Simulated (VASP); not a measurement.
# A VASP study of Ag (Silver) (PBE): structure first, properties next, part 2 of 3

What structure and properties does PBE give Ag (Silver), and how near are they to the measured ones? Left out of this account: 1 further run (phonons: it ended without a result to show). The start is a cell from a database of measured crystal structures.

VASP 6.6.1; PBE; plane waves and PAW (Ag).

Still holding for the runs below: This run has no spin polarisation. Its electron count is odd, so without a moment it is a metal by construction.

So far. Step 2 (Relaxing cell and atoms (PBE)): It ends with forces that vanish by symmetry and a pressure of 0.03 GPa. The volume lies +3.7 % from that of the database's start. Step 3 (Second relaxation): It ends with forces that vanish by symmetry and a pressure of -0.04 GPa. The relaxed cell has a = 4.138 Å (conventional setting).

### 4. Single point with fields (PBE)

The relaxed cell gets a fresh self-consistent run, on a basis set for its own volume, to fix the density and to check the remaining stress.

INCAR

```
SYSTEM = Ag
PREC = Accurate
ENCUT = 400
EDIFF = 1E-06
NELM = 100
ISMEAR = 1
SIGMA = 0.2
LREAL = .FALSE.
ALGO = Normal
GGA = PE
NBANDS = 11
LASPH = .TRUE.
LORBIT = 11
LWAVE = .FALSE.
LCHARG = .TRUE.
ISIF = 2
LELF = .TRUE.
LVHAR = .TRUE.
```

POSCAR

```
Ag
1.0
    0.0000000000      2.0691908426      2.0691908426
    2.0691908426      0.0000000000      2.0691908426
    2.0691908426      2.0691908426      0.0000000000
Ag
1
Direct
    0.0000000000      0.0000000000      0.0000000000
```

KPOINTS

```
Automatic mesh
0
Gamma
11 11 11
0 0 0
```

PAW data sets: Ag (PBE family, release 64).

Started as:

```
mpirun -np 2 vasp_std
```

Log:

```text
[banner, memory and clock lines left out]
running    2 mpi-ranks, on    1 nodes
 distrk:  each k-point on    2 cores,    1 groups
 distr:  one band on    1 cores,    2 groups

 POSCAR found type information on POSCAR Ag
 POSCAR found :  1 types and       1 ions
 LDA part: xc-table for (Slater+PW92), standard interpolation
|                                                                             |
|           W    W    AA    RRRRR   N    N  II  N    N   GGGG   !!!           |
|           W    W   A  A   R    R  NN   N  II  NN   N  G    G  !!!           |
|           W    W  A    A  R    R  N N  N  II  N N  N  G       !!!           |
|           W WW W  AAAAAA  RRRRR   N  N N  II  N  N N  G  GGG   !            |
|           WW  WW  A    A  R   R   N   NN  II  N   NN  G    G                |
|           W    W  A    A  R    R  N    N  II  N    N   GGGG   !!!           |
|                                                                             |
|     The number of bands has been changed from the values supplied in        |
|     The orbitals not found in the WAVECAR file will be initialized with     |
|     random numbers, which is usually adequate. For correlated               |
|     calculations, however, you should redo the groundstate calculation.     |
|     I found NBANDS = 11. Now, NBANDS = 12.                                  |
|                                                                             |

 POSCAR, INCAR and KPOINTS ok, starting setup
 FFT: planning ... GRIDC
 FFT: planning ... GRID_SOFT
 FFT: planning ... GRID
 WAVECAR not read
 entering main loop
       N       E                     dE             d eps       ncg     rms          rms(c)
DAV:   1     0.430405722943E+02    0.43041E+02   -0.46026E+03  1416   0.662E+02
DAV:   2    -0.233522065656E+01   -0.45376E+02   -0.43061E+02  1576   0.168E+02
DAV:   3    -0.296457351625E+01   -0.62935E+00   -0.62910E+00  1560   0.213E+01
DAV:   4    -0.296645773499E+01   -0.18842E-02   -0.18841E-02  1564   0.123E+00
DAV:   5    -0.296647291464E+01   -0.15180E-04   -0.15179E-04  1576   0.994E-02    0.471E+00
DAV:   6    -0.272824283779E+01    0.23823E+00   -0.96037E-01  1444   0.867E+00    0.309E+00
DAV:   7    -0.272136404328E+01    0.68788E-02   -0.76870E-03  1584   0.814E-01    0.177E+00
DAV:   8    -0.271877145745E+01    0.25926E-02   -0.69025E-04  1500   0.199E-01    0.887E-02
DAV:   9    -0.271877860583E+01   -0.71484E-05   -0.76659E-06  1600   0.194E-02    0.255E-02
DAV:  10    -0.271878431896E+01   -0.57131E-05   -0.39762E-06  1512   0.185E-02    0.666E-03
DAV:  11    -0.271878387709E+01    0.44186E-06   -0.78047E-08   820   0.227E-03
   1 F= -.27187839E+01 E0= -.27183743E+01  d E =-.122884E-02
```

It took 6.4 s on 2 MPI ranks of Intel Xeon Platinum 8488C (Sapphire Rapids), shared host; peak memory 0.22 GiB.

From OUTCAR (step 4):

```text
  LATTYP: Found a face centered cubic cell.
 ALAT       =     4.1383816852

The static configuration has the point symmetry O_h .

 Found     56 irreducible k-points:

   k-points           NKPTS =     56   k-points in BZ     NKDIM =     56   number of bands    NBANDS=     12

   NELECT =      11.0000    total number of electrons

 E-fermi :   8.1770

 k-point     1 :       0.0000    0.0000    0.0000
  band No.  band energies     occupation
    ...
      2       3.2298      2.00000
      3       3.2298      2.00000
      4       3.2298      2.00000
      5       4.1944      2.00000
      6       4.1944      2.00000
      7      23.8434      0.00000
      8      27.1938      0.00000
      9      27.1938      0.00000
     10      27.1938      0.00000
     11      31.9104      0.00000
    ...

 k-point     2 :       0.0909    0.0000    0.0000
  band No.  band energies     occupation
    ...
      2       3.1796      2.00000
      3       3.2939      2.00000
      4       3.2939      2.00000
      5       4.1725      2.00000
      6       4.1725      2.00000
      7      23.7484      0.00000
      8      25.4338      0.00000
      9      27.2588      0.00000
     10      27.2588      0.00000
     11      31.4311      0.00000
    ...

  Total       -0.0062981     -0.0062981     -0.0062981     -0.0000000     -0.0000000      0.0000000
  in kB       -0.5694972     -0.5694972     -0.5694972     -0.0000000     -0.0000000      0.0000000
  external PRESSURE =      -0.5694972 kB  Pullay stress =       0.0000000 kB

  energy-cutoff  :      400.00
  volume of cell :       17.72
      direct lattice vectors                 reciprocal lattice vectors
     0.000000000  2.069190843  2.069190843    -0.241640350  0.241640350  0.241640350
     2.069190843  0.000000000  2.069190843     0.241640350 -0.241640350  0.241640350
     2.069190843  2.069190843  0.000000000     0.241640350  0.241640350 -0.241640350

 POSITION                                       TOTAL-FORCE (eV/Angst)
 -----------------------------------------------------------------------------------
      0.00000      0.00000      0.00000        -0.000000      0.000000      0.000000
 -----------------------------------------------------------------------------------
    total drift:                                0.000000      0.000000      0.000000

  FREE ENERGIE OF THE ION-ELECTRON SYSTEM (eV)
  ---------------------------------------------------
  free  energy   TOTEN  =        -2.7187838771 eV

  energy  without entropy=       -2.7175550412  energy(sigma->0) =       -2.71837427

[... 6 parts as in an earlier step ...]

[... 5 further parts left out ...]
```

Numbers from this step:

```yaml
scf_cycles: 11
bands: 12
pressure: -0.05695 GPa
```

Valence electrons inside each PAW sphere by angular momentum. Sphere charges, by row:

```csv
atom,s (e),p (e),d (e),tot (e)
Ag1,0.408,0.278,9.155,9.841
```

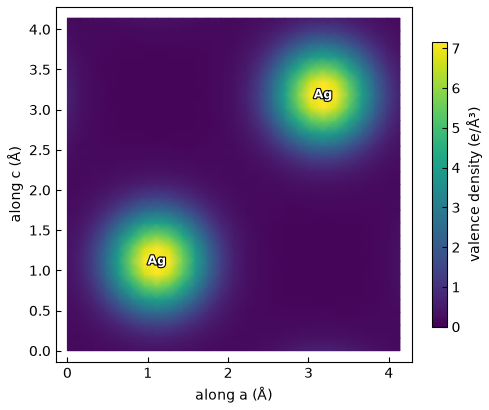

Valence density in the ac plane of the conventional cell at fractional y = 0.000, with atoms of Ag within 0.2 Å of it. It is the smooth field of the valence electrons, not physical close to the nuclei. The map starts off the cell's origin, so that atoms lie inside it.

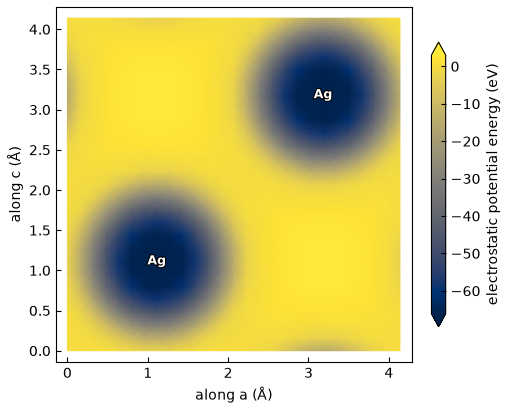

Electrostatic potential energy in the ac plane of the conventional cell at fractional y = 0.000, with atoms of Ag within 0.2 Å of it. With pseudopotentials it is smooth inside the atoms' cores, unlike the true potential. The map starts off the cell's origin, so that atoms lie inside it.

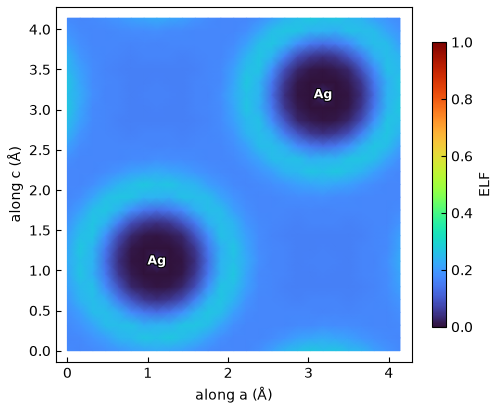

ELF in the ac plane of the conventional cell at fractional y = 0.000, with atoms of Ag within 0.2 Å of it. It is the smooth field of the valence electrons, not physical close to the nuclei. The map starts off the cell's origin, so that atoms lie inside it.

In this run the pressure is -0.06 GPa, small enough to go on.

### 5. Band structure (PBE)

The mesh alone shows little of the dispersion and can miss band extrema, so KPOINTS_OPT adds a path through the symmetry points after the self-consistent cycle.

INCAR

```
SYSTEM = Ag
PREC = Accurate
ENCUT = 400
EDIFF = 1E-06
NELM = 100
ISMEAR = 1
SIGMA = 0.2
LREAL = .FALSE.
ALGO = Normal
GGA = PE
NBANDS = 16
LASPH = .TRUE.
LORBIT = 11
LWAVE = .FALSE.
LCHARG = .FALSE.
KPAR = 2
```

POSCAR is that of step 4.

KPOINTS is that of step 4.

KPOINTS_OPT

```
Line mode
16
Line-mode
Reciprocal
  0.00000000   0.00000000   0.00000000 GAMMA
  0.50000000   0.00000000   0.50000000 X

  0.50000000   0.00000000   0.50000000 X
  0.50000000   0.25000000   0.75000000 W

  0.50000000   0.25000000   0.75000000 W
  0.37500000   0.37500000   0.75000000 K

  0.37500000   0.37500000   0.75000000 K
  0.00000000   0.00000000   0.00000000 GAMMA

  0.00000000   0.00000000   0.00000000 GAMMA
  0.50000000   0.50000000   0.50000000 L

  0.50000000   0.50000000   0.50000000 L
  0.62500000   0.25000000   0.62500000 U

  0.62500000   0.25000000   0.62500000 U
  0.50000000   0.25000000   0.75000000 W

  0.50000000   0.25000000   0.75000000 W
  0.50000000   0.50000000   0.50000000 L

  0.50000000   0.50000000   0.50000000 L
  0.37500000   0.37500000   0.75000000 K

  0.62500000   0.25000000   0.62500000 U
  0.50000000   0.00000000   0.50000000 X
```

Started as:

```
mpirun -np 2 vasp_std
```

Log:

```text
[... set-up lines as in an earlier step ...]
 entering main loop
       N       E                     dE             d eps       ncg     rms          rms(c)
DAV:   1     0.476450067850E+02    0.47645E+02   -0.43441E+03  1832   0.495E+02
DAV:   2    -0.211515384250E+01   -0.49760E+02   -0.46771E+02  2352   0.148E+02
DAV:   3    -0.296381866522E+01   -0.84866E+00   -0.84838E+00  2184   0.192E+01
DAV:   4    -0.296645505591E+01   -0.26364E-02   -0.26363E-02  2296   0.113E+00
DAV:   5    -0.296647290889E+01   -0.17853E-04   -0.17853E-04  2184   0.796E-02    0.471E+00
DAV:   6    -0.272820485577E+01    0.23827E+00   -0.83767E-01  2608   0.650E+00    0.308E+00
DAV:   7    -0.272136298331E+01    0.68419E-02   -0.76699E-03  2504   0.656E-01    0.178E+00
DAV:   8    -0.271877530233E+01    0.25877E-02   -0.63378E-04  2536   0.152E-01    0.109E-01
DAV:   9    -0.271877958672E+01   -0.42844E-05   -0.66149E-06  2152   0.153E-02    0.451E-02
DAV:  10    -0.271878405868E+01   -0.44720E-05   -0.33684E-06  2208   0.136E-02    0.312E-03
DAV:  11    -0.271878387827E+01    0.18041E-06   -0.53622E-08  1408   0.134E-03
   1 F= -.27187839E+01 E0= -.27183743E+01  d E =-.122885E-02
 Start KPOINTS_OPT (optional k-point list driver)
k-point batch [1-56\160]
       N       E                     dE             ncg
DAV:   1     0.506520131705E+04   -0.17228E+05     1800
DAV:   2     0.227886952083E+04   -0.27863E+04     2400
DAV:   3     0.223151944142E+04   -0.47350E+02     2304
DAV:   4     0.223137663037E+04   -0.14281E+00     2280
DAV:   5     0.223137561771E+04   -0.10127E-02     2344
DAV:   6     0.223137560951E+04   -0.81990E-05     2080
DAV:   7     0.223137560938E+04   -0.13194E-06     1888
[...]
k-point batch [113-160\160]
       N       E                     dE             ncg
DAV:   1     0.818495299464E+04   -0.16234E+05     1568
DAV:   2     0.579992396174E+04   -0.23850E+04     2080
DAV:   3     0.575834631011E+04   -0.41578E+02     1880
DAV:   4     0.575822260582E+04   -0.12370E+00     2016
DAV:   5     0.575822170091E+04   -0.90492E-03     1904
DAV:   6     0.575822169307E+04   -0.78427E-05     1904
DAV:   7     0.575822169296E+04   -0.10757E-06     1440
```

Elapsed: 15 s, on 2 MPI ranks; peak memory 0.26 GiB; 30 s of CPU time.

Parts of OUTCAR (step 5):

```text
   k-points           NKPTS =     56   k-points in BZ     NKDIM =     56   number of bands    NBANDS=     16

   NELECT =      11.0000    total number of electrons

 E-fermi :   8.1770

 k-point     4 :       0.2727    0.0000    0.0000
  band No.  band energies     occupation
    ...
      2       3.4018      2.00000
      3       3.4018      2.00000
      4       3.7369      2.00000
      5       4.3817      2.00000
      6       4.3817      2.00000
      7      17.8893      0.00000
      8      24.2263      0.00000
      9      26.9090      0.00000
     10      26.9090      0.00000
     11      30.6114      0.00000
    ...

  Total       -0.0062117     -0.0062117     -0.0062117      0.0000000     -0.0000000     -0.0000000
  in kB       -0.5616772     -0.5616772     -0.5616772      0.0000000     -0.0000000     -0.0000000
  external PRESSURE =      -0.5616772 kB  Pullay stress =       0.0000000 kB

 POSITION                                       TOTAL-FORCE (eV/Angst)
 -----------------------------------------------------------------------------------
      0.00000      0.00000      0.00000         0.000000      0.000000      0.000000
 -----------------------------------------------------------------------------------
    total drift:                                0.000000      0.000000      0.000000

  FREE ENERGIE OF THE ION-ELECTRON SYSTEM (eV)
  ---------------------------------------------------
  free  energy   TOTEN  =        -2.7187838783 eV

  energy  without entropy=       -2.7175550283  energy(sigma->0) =       -2.71837426

[... 14 parts as in an earlier step ...]

[... 2 further parts left out ...]
```

Spin-orbit coupling is off here; it would split degenerate levels.

Numbers from this step:

```
bands    : 16
pressure : -0.05617 GPa
```

The electronic bands at the labelled points (eV, zero at the Fermi level; # counts the bands kept):

```csv
point,#2,#3,#4,#5,#6,#7,#8
Γ,-4.95,-4.95,-4.95,-3.98,-3.98,15.67,19.02
X,-6.35,-3.27,-3.04,-3.04,1.37,6.17,10.20
W,-5.19,-5.19,-3.97,-3.04,5.54,5.54,6.46
K,-5.67,-4.26,-3.77,-3.31,3.92,4.84,6.62
Γ,-4.95,-4.95,-4.95,-3.98,-3.98,15.67,19.02
L,-4.97,-4.97,-3.24,-3.24,-0.56,3.12,14.90
U,-5.67,-4.26,-3.77,-3.31,3.92,4.84,6.62
W,-5.19,-5.19,-3.97,-3.04,5.54,5.54,6.46
L,-4.97,-4.97,-3.24,-3.24,-0.56,3.12,14.90
K,-5.67,-4.26,-3.77,-3.31,3.92,4.84,6.62
jump to U,-5.67,-4.26,-3.77,-3.31,3.92,4.84,6.62
X,-6.35,-3.27,-3.04,-3.04,1.37,6.17,10.20
```

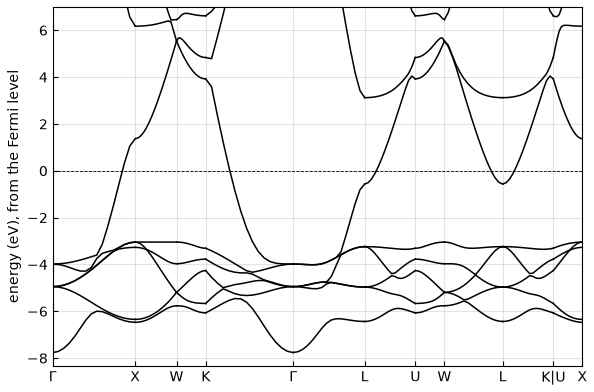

Electronic bands along the path.

There is no gap at this level.

### 6. Total and projected DOS (PBE)

Here the states are counted by energy and projected on the atoms. The mesh is finer than in the run before.

Edit INCAR of step 5 so:

```diff
@@ -5,3 +5,3 @@
 NELM = 100
-ISMEAR = 1
+ISMEAR = -5
 SIGMA = 0.2
@@ -16 +16,2 @@
 KPAR = 2
+NEDOS = 2001
```

POSCAR is that of step 5.

KPOINTS

```
Automatic mesh
0
Gamma
16 16 16
0 0 0
```

Started as:

```
mpirun -np 2 vasp_std
```

Log:

```text
[... set-up lines as in an earlier step ...]
 entering main loop
       N       E                     dE             d eps       ncg     rms          rms(c)
DAV:   1     0.504938914741E+02    0.50494E+02   -0.42449E+03  4664   0.493E+02
DAV:   2    -0.201781810493E+01   -0.52512E+02   -0.49426E+02  6104   0.153E+02
DAV:   3    -0.295931945782E+01   -0.94150E+00   -0.94092E+00  5488   0.205E+01
DAV:   4    -0.296212753373E+01   -0.28081E-02   -0.28079E-02  6032   0.119E+00
DAV:   5    -0.296214638727E+01   -0.18854E-04   -0.18854E-04  5440   0.828E-02    0.472E+00
DAV:   6    -0.272748758542E+01    0.23466E+00   -0.82949E-01  6824   0.647E+00    0.309E+00
DAV:   7    -0.272074023224E+01    0.67474E-02   -0.73733E-03  6504   0.644E-01    0.178E+00
DAV:   8    -0.271816239267E+01    0.25778E-02   -0.64624E-04  6592   0.151E-01    0.102E-01
DAV:   9    -0.271816765203E+01   -0.52594E-05   -0.74489E-06  5648   0.160E-02    0.445E-02
DAV:  10    -0.271817200257E+01   -0.43505E-05   -0.36575E-06  5744   0.139E-02    0.241E-03
DAV:  11    -0.271817178911E+01    0.21346E-06   -0.61098E-08  3352   0.153E-03
   1 F= -.27181718E+01 E0= -.27181718E+01  d E =0.000000E+00
 -----------------------------------------------------------------------------
|                                                                             |
|           W    W    AA    RRRRR   N    N  II  N    N   GGGG   !!!           |
|           W    W   A  A   R    R  NN   N  II  NN   N  G    G  !!!           |
|           W    W  A    A  R    R  N N  N  II  N N  N  G       !!!           |
|           W WW W  AAAAAA  RRRRR   N  N N  II  N  N N  G  GGG   !            |
|           WW  WW  A    A  R   R   N   NN  II  N   NN  G    G                |
|           W    W  A    A  R    R  N    N  II  N    N   GGGG   !!!           |
|                                                                             |
|     Tetrahedron method does not include variations of the Fermi             |
|     occupations, so forces and stress will be inaccurate. We suggest        |
|     using a different smearing scheme ISMEAR = 1 or 2 for metals in         |
|     relaxations.                                                            |
|                                                                             |
 -----------------------------------------------------------------------------
```

Wall time 15 s (2 MPI ranks); peak memory 0.27 GiB.

OUTCAR, selected parts (step 6):

```text
   k-points           NKPTS =    145   k-points in BZ     NKDIM =    145   number of bands    NBANDS=     16

   NELECT =      11.0000    total number of electrons

 E-fermi :   7.9628

 k-point     1 :       0.0000    0.0000    0.0000
  band No.  band energies     occupation
    ...
      2       3.2352      2.00000
      3       3.2352      2.00000
      4       3.2352      2.00000
      5       4.2005      2.00000
      6       4.2005      2.00000
      7      23.8440      0.00000
      8      27.1941      0.00000
      9      27.1941      0.00000
     10      27.1941      0.00000
     11      31.9089      0.00000
    ...

  Total        0.0147306      0.0147306      0.0147306      0.0000000      0.0000000      0.0000000
  in kB        1.3319821      1.3319821      1.3319821      0.0000000      0.0000000      0.0000000
  external PRESSURE =       1.3319821 kB  Pullay stress =       0.0000000 kB

 POSITION                                       TOTAL-FORCE (eV/Angst)
 -----------------------------------------------------------------------------------
      0.00000      0.00000      0.00000        -0.000000      0.000000      0.000000
 -----------------------------------------------------------------------------------
    total drift:                                0.000000     -0.000000      0.000000

  FREE ENERGIE OF THE ION-ELECTRON SYSTEM (eV)
  ---------------------------------------------------
  free  energy   TOTEN  =        -2.7181717891 eV

  energy  without entropy=       -2.7181717891  energy(sigma->0) =       -2.71817179

[... 6 parts as in an earlier step ...]

[... 10 further parts left out ...]
```

With tetrahedra the forces and stress of a metal are not exact derivatives of the energy.

This step gave:

```yaml
irreducible_k_points: 145
free_energy_toten: -2.718 eV
fermi_energy: 7.963 eV
pressure: 0.1332 GPa
dos_at_the_fermi_level: 0.2751 states/eV/cell
```

The density of states has structure finer than the step of the table below, so its rows give means over 1 eV, whole bins alone (the curve runs from -9.80 to 7.91 eV). Peaks (eV: height): total -5.8: 4.20, -4.5: 6.24, -3.7: 3.73, -3.1: 5.17; Ag d -5.8: 3.16, -4.5: 5.52, -3.7: 3.45, -3.1: 5.01; Ag p -4.5: 0.112, 1.6: 0.0885, 5.8: 0.103, 7.5: 0.118; Ag s -5.8: 0.288, -4.5: 0.0864, 3.7: 0.0982, 6.6: 0.133.

States under -9.8 eV and over 7.9 eV are left out. Table of density of states by energy, zero at the Fermi level; means over each step; values in states/eV/cell:

```csv
energy (eV),total,Ag d,Ag p,Ag s
-9,0,0,0,0
-8,3.3e-4,0,0,1.8e-4
-7,0.0790,0.00250,0.00251,0.0387
-6,1.97,1.44,0.0347,0.158
-5,2.89,2.48,0.0580,0.0441
-4,3.26,2.95,0.0583,0.0363
-3,2.20,2.08,0.0205,0.0260
-2,0.223,0.107,0.0274,0.0363
-1,0.241,0.0823,0.0448,0.0419
0,0.275,0.0712,0.0681,0.0419
1,0.271,0.0615,0.0762,0.0372
2,0.260,0.0517,0.0827,0.0302
3,0.204,0.0394,0.0671,0.0232
4,0.326,0.0703,0.0653,0.0880
5,0.306,0.0578,0.0704,0.0761
6,0.302,0.0518,0.0766,0.0686
7,0.401,0.0700,0.0881,0.104
```

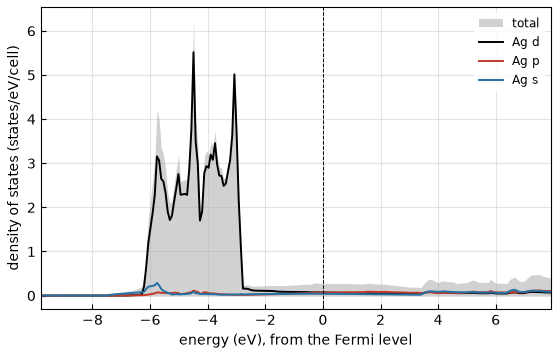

Density of states, plotted against energy.

The finer mesh and the other smearing move the Fermi level by -0.21 eV from the 11×11×11 run, one measure of the sampling error in the zero of the bands above. Of the states within 0.3 eV of the Fermi level, the largest shares in the PAW spheres are Ag d 26 %, Ag p 25 % and Ag s 15 %. The rest lies in smaller channels or between the spheres.

[end of part 2 of 3]

[Lines on the potential files, build, host, timing and source positions are cut from VASP's logs without a mark.]

[Logs are printed without paths, hosts, clocks, repeated set-up lines and the standing remarks that a program may print on its own settings, such as how far it seeks lower states.]

[Hosts, paths, dates, database ids (printed as entryN), source tags and the programs' standing remarks are cut or masked in the printed files.]

[A measured line is paired with the nearest computed mode of its activity, which favours agreement.]
